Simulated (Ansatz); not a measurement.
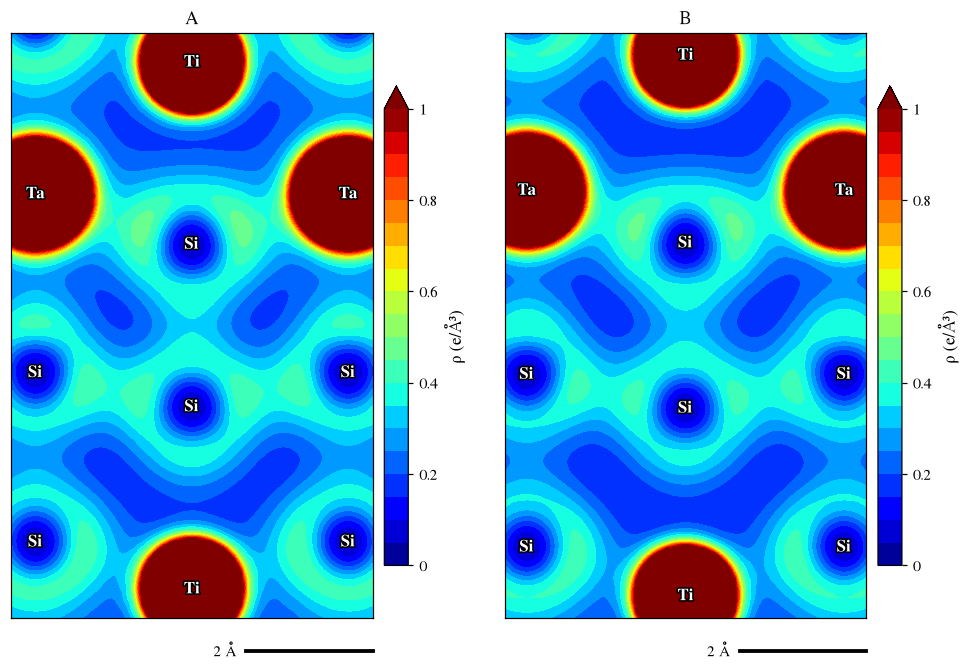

TaTiSi$_{4}$. The valence pseudo-density of two cells that differ in size and shape, on the (101̄) plane of each (indices in the axes of the calculation cell), at one length scale and on one colour scale; one has 14.4 and the other 15.3 Å³ an atom.

Space group F222; a structure generated by program, which may or may not match a known phase; computed without spin polarisation.

Level of theory: DFT PBE, scalar-relativistic, plane waves, PAW (Ansatz 0.2.0).

The density is the valence pseudo-density of a PAW calculation; it isn't the true density close to the nuclei.

Q: Which is the denser cell? Describe the effect of the change.

A: Panel A is the smaller cell, by 6 % in volume. From the larger cell to the smaller, Ta–Si goes from 2.64 to 2.60 Å; Ti–Si goes from 2.62 to 2.58 Å, and the density at its midpoint from 0.29 to 0.31 e/Å³; Si–Si goes from 2.56 to 2.53 Å; the pressure goes from −8 to 0.0 GPa.
